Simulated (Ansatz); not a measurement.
# SiNH (singlet): from Hartree-Fock to the top rungs at a displaced geometry (v2), cc-pVTZ

Aim: climb from Hartree-Fock through coupled cluster and multireference methods for SiNH (singlet) at one geometry and basis, and see what each rung misses.

Method: cc-pVTZ, core rule «outside noble gas», up to 6 orbitals frozen; program: Ansatz 0.2.0, Gaussian basis.

Plan: UHF; CCSD(T) on RHF; BCCD(T) on RHF; CCSDT(Q) on RHF; CASSCF and NEVPT2, 10 electrons in 9 orbitals.

8 further runs of the same task are left out: 3 that didn't finish, 5 set aside as unsound or not needed. Runs told in other sessions of the task aren't counted.

## 1. The system

The geometry is a PBE0/def2-TZVP stationary point (not a proven minimum) with its atoms shifted at random (size 0.100 Å).

3 atoms, charge 0, spin multiplicity 1.

Atoms are counted from 1 here; the program's logs count them from 0.

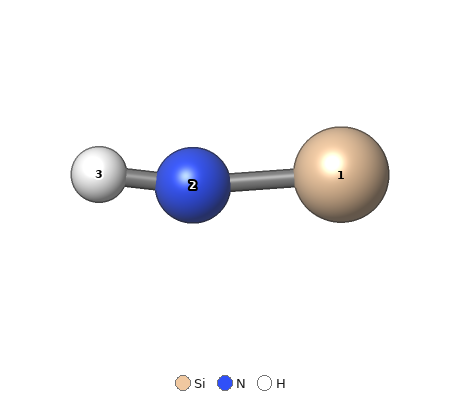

The structure; silicon light orange, nitrogen blue, hydrogen white; atoms are numbered from 1 in the order of the file.

In the tables R marks a restricted determinant and U an unrestricted one; 'valence' is the active space of 10 electrons in 9 orbitals; energies count from the table's Hartree-Fock row.

## 2. UHF

Input file in.yaml:

```yaml
crystal:
  periodic: [false, false, false]
  atoms:
    - {symbol: Si, position_ang: [0.084376, 0.005225, -1.368632]}
    - {symbol: N, position_ang: [-0.080498, 0.013599, 0.188598]}
    - {symbol: H, position_ang: [-0.003878, -0.018825, 1.180034]}
basis:
  gaussian: {orbitals: cc-pVTZ}
magnetization: {spin_polarized: true, initial_magnetization: 0}
hamiltonian: {xc: hf}
output: {orbitals: {seedname: orbitals}}
```

On the command line:

```sh
ansatz run in.yaml --threads 1 --pin off --events-out ev --progress --plain --max-ram 2393MiB
```

Log:

```text
Functional definition: HF
  name "HF"
  cite "Fock, Z. Phys. 61, 126 (1930) doi:10.1007/BF01340294"
  parent pbe
  exchange = exact_x
  correlation = 0
634 factors; their error is unknown
mean field evaluation 1: about -9355.4955 eV, gradient 3.0e1 eV
mean field evaluation 2: about -9355.6131 eV, gradient 3.0e1 eV
mean field evaluation 4: about -9359.6699 eV, gradient 4.4e-1 eV
mean field evaluation 8: about -9359.8774 eV, gradient 1.6e-1 eV
mean field evaluation 16: about -9358.7274 eV, gradient 6.9e0 eV
mean field evaluation 32: about -9359.8642 eV, gradient 2.9e-1 eV
mean field -9359.87747954 eV, -343.9691530203 hartree, gradient 1.6e-5 eV, S^2 0.000000; 0 other end points of the search recorded, 0 dependent functions left out
reference -9359.87747954 eV, -343.9691530203 hartree; 11, 11 occupied and 67, 67 virtual orbitals, 634 factors
Total energy: -9359.87747954 eV, -343.9691530203 hartree
```

Run time: 1.3 s. Hardware: 1 thread of Arm Neoverse V1, shared host.

From the report: ⟨S²⟩ of the determinant 0.000 (pure singlet: 0.00).

The unrestricted search falls back on the restricted solution.

## 3. CCSD(T) on RHF

in.yaml, as its differences from that of step 2:

```diff
@@ -8,4 +8,3 @@
   gaussian: {orbitals: cc-pVTZ}
-magnetization: {spin_polarized: true, initial_magnetization: 0}
-hamiltonian: {xc: hf}
-output: {orbitals: {seedname: orbitals}}
+magnetization: {spin_polarized: false}
+correlation: {method: ccsd_t, electrons: outside_noble_gas}
```

Launched as before.

Log, cut to the lines that bear on the results:

```text
Functional definition: HF
  name "HF"
  cite "Fock, Z. Phys. 61, 126 (1930) doi:10.1007/BF01340294"
  parent pbe
[...]
468 factors; integrals over basis functions are off by at most 1.2e-3 eV
[...]
mean field -9359.87779880 eV, -343.9691647528 hartree, gradient 5.6e-6 eV, S^2 0.000000; 0 other end points of the search recorded, 0 dependent functions left out
6 core orbitals not correlated: weight in the atoms' cores, before any rotation towards them, 1.000 or more for the frozen orbitals, at most 0.000 for the correlated occupied ones
reference -9359.87779880 eV, -343.9691647528 hartree; 5, 5 occupied and 67, 67 virtual orbitals, 468 factors
second order -8.44129499 eV of doubles, -0.00000000 eV of singles
cycle   1  -8.29606166 eV  change    1.5e-1 eV  update   1.1e-1
[...]
cycle  11  -8.69593911 eV  change   -3.7e-6 eV  update   2.5e-6
perturbative correction -0.48585450 eV, -0.0178548234 hartree
Total energy: -9369.05959240 eV, -344.3065894442 hartree
```

It took 1.2 s on 1 thread of Arm Neoverse V1, shared host.

From the report: correlation -9.1818 eV; T1 0.023; largest double amplitude 0.07.

## 4. BCCD(T) on RHF

in.yaml, as its differences from that of step 3:

```diff
@@ -9,2 +9,2 @@
 magnetization: {spin_polarized: false}
-correlation: {method: ccsd_t, electrons: outside_noble_gas}
+correlation: {method: bccd_t, electrons: outside_noble_gas}
```

Same command.

Log, cut to the lines that bear on the results:

```text
Functional definition: HF
  name "HF"
  cite "Fock, Z. Phys. 61, 126 (1930) doi:10.1007/BF01340294"
  parent pbe
[...]
468 factors; integrals over basis functions are off by at most 1.2e-3 eV
[...]
mean field -9359.87779880 eV, -343.9691647528 hartree, gradient 5.6e-6 eV, S^2 0.000000; 0 other end points of the search recorded, 0 dependent functions left out
6 core orbitals not correlated: weight in the atoms' cores, before any rotation towards them, 1.000 or more for the frozen orbitals, at most 0.000 for the correlated occupied ones
reference -9359.87779880 eV, -343.9691647528 hartree; 5, 5 occupied and 67, 67 virtual orbitals, 468 factors
second order -8.44129499 eV of doubles, -0.00000000 eV of singles
cycle   1  -8.29219666 eV  change    1.5e-1 eV  update   1.1e-1
[...]
cycle  11  -8.66482961 eV  change    5.6e-7 eV  update   4.8e-6
perturbative correction -0.51760399 eV, -0.0190215958 hartree
Total energy: -9369.06023240 eV, -344.3066129635 hartree
```

It took 1.4 s on 1 thread of Arm Neoverse V1, shared host.

From the report: correlation -9.1824 eV; largest double amplitude 0.07.

## 5. CCSDT(Q) on RHF

in.yaml, as its differences from that of step 4:

```diff
@@ -9,2 +9,2 @@
 magnetization: {spin_polarized: false}
-correlation: {method: bccd_t, electrons: outside_noble_gas}
+correlation: {method: ccsdt_q, electrons: outside_noble_gas}
```

Launched as before.

Log, cut to the lines that bear on the results:

```text
Functional definition: HF
  name "HF"
  cite "Fock, Z. Phys. 61, 126 (1930) doi:10.1007/BF01340294"
  parent pbe
[...]
926 factors; integrals over basis functions are off by at most 1.8e-7 eV
[...]
mean field -9359.87781911 eV, -343.9691654993 hartree, gradient 3.1e-6 eV, S^2 0.000000; 0 other end points of the search recorded, 0 dependent functions left out
6 core orbitals not correlated: weight in the atoms' cores, before any rotation towards them, 1.000 or more for the frozen orbitals, at most 0.000 for the correlated occupied ones
reference -9359.87781911 eV, -343.9691654993 hartree; 5, 5 occupied and 67, 67 virtual orbitals, 926 factors
second order -8.44131707 eV of doubles, -0.00000000 eV of singles
cycle   1  -8.29604689 eV  change    1.5e-1 eV  update   1.3e-1
[...]
cycle  17  -9.19039557 eV  change    1.4e-7 eV  update   2.2e-7
perturbative correction -0.04782918 eV, -0.0017576899 hartree
Total energy: -9369.11604386 eV, -344.3086639971 hartree
```

Wall time 62 s (1 thread of Arm Neoverse V1, shared host); peak memory 0.66 GiB.

From the report: correlation -9.2382 eV; T1 0.025; largest double amplitude 0.09.

## 6. CASSCF and NEVPT2, 10 electrons in 9 orbitals

in.yaml, as its differences from that of step 5:

```diff
@@ -8,3 +8,2 @@
   gaussian: {orbitals: cc-pVTZ}
-magnetization: {spin_polarized: false}
-correlation: {method: ccsdt_q, electrons: outside_noble_gas}
+correlation: {method: sc_nevpt2, electrons: outside_noble_gas, active_space: {window: {electrons: 10, orbitals: 9}, shells: [{species: H, l: s, shell: 1}, {species: "N", l: s, shell: 2}, {species: "N", l: p, shell: 2}, {species: Si, l: s, shell: 3}, {species: Si, l: p, shell: 3}]}}
```

Launched as before.

Log:

```text
Functional definition: HF
  name "HF"
  cite "Fock, Z. Phys. 61, 126 (1930) doi:10.1007/BF01340294"
  parent pbe
  exchange = exact_x
  correlation = 0
926 factors; integrals over basis functions are off by at most 1.8e-7 eV
mean field evaluation 1: about -9355.6846 eV, gradient 4.3e1 eV
mean field evaluation 2: about -9355.6932 eV, gradient 4.3e1 eV
mean field evaluation 4: about -9359.8359 eV, gradient 3.1e0 eV
mean field evaluation 8: about -9359.8777 eV, gradient 1.5e-1 eV
mean field -9359.87781911 eV, -343.9691654993 hartree, gradient 3.1e-6 eV, S^2 0.000000; 0 other end points of the search recorded, 0 dependent functions left out
reference -9359.87781911 eV, -343.9691654993 hartree; 11, 11 occupied and 67, 67 virtual orbitals, 926 factors
state -9363.55356770 eV, -344.1042467684 hartree
state -9363.55356770 eV, -344.1042467684 hartree; corrected -9367.71546314 eV, -344.2571936046 hartree
Total energy: -9367.71546314 eV, -344.2571936046 hartree
Checks for a lower state left out: starts, orbital_swaps
```

Wall time 6.5 s (1 thread of Arm Neoverse V1, shared host).

From the report: 8,036 determinants; active occupations 2.00, 1.98, 1.98, 1.95, 1.95, 0.05, 0.05, 0.02, 0.02.

## 7. Natural occupations

Natural occupations of the CASSCF valence state about the gap (report; correlated orbitals 1 to 9): 1.997, 1.981, 1.976, 1.949, 1.949, 0.052, 0.052, 0.022, 0.021. The count of effectively unpaired electrons, Σ n²(2 − n)², is 0.05; a single determinant of this spin has 0.

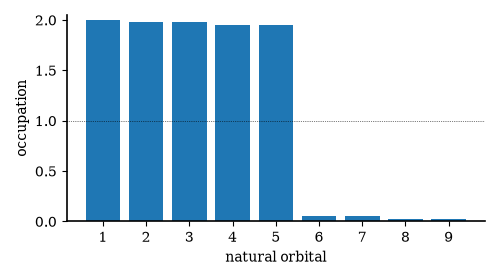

Natural occupations of the CASSCF valence state.

## 8. Misses and costs

No level here is safe as a reference; RCCSDT(Q) serves as a yardstick only. Rows without a time are mean-field rows or come out of runs for another level: lower rungs of the coupled-cluster runs, CASSCF and MRCISD of the multireference runs, or the Hartree-Fock search.

Differences are taken before rounding.

| method | energy from the lowest RHF (meV) | from RCCSDT(Q) (meV) | time |
| --- | --- | --- | --- |
| RHF | 0.0 | +9238.2 |  |
| RMP2 | -8441.3 | +797.0 |  |
| RCCSD | -8695.9 | +542.3 |  |
| RCCSD(T) | -9181.8 | +56.5 | 1.2 s |
| BCCD(T) | -9182.4 | +55.8 | 1.4 s |
| RCCSDT | -9190.4 | +47.8 |  |
| RCCSDT(Q) | -9238.2 | 0 | 62 s |
| CASSCF valence | -3675.8 | +5562.5 |  |
| NEVPT2 valence | -7837.7 | +1400.6 | 6.5 s |

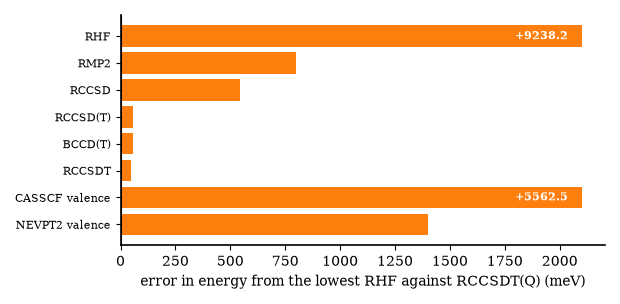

Deviations from RCCSDT(Q), method by method. Bars with a number in them are cut short.

## 9. Outcome

| quantity | value |
| --- | --- |
| RCCSDT(Q) from the RHF energy | -9.2382 eV |
| RMP2 from RCCSDT(Q) | +797.0 meV |
| RCCSD from RCCSDT(Q) | +542.3 meV |
| RCCSD(T) from RCCSDT(Q) | +56.5 meV |
| NEVPT2 valence from RCCSDT(Q) | +1400.6 meV |
| T1 diagnostic | 0.023 |
| effectively unpaired electrons | 0.05 |

In words: RCCSD(T) misses by +56.5 meV, 0.6 % of the correlation energy. One determinant dominates. Warnings: large T1 diagnostic.
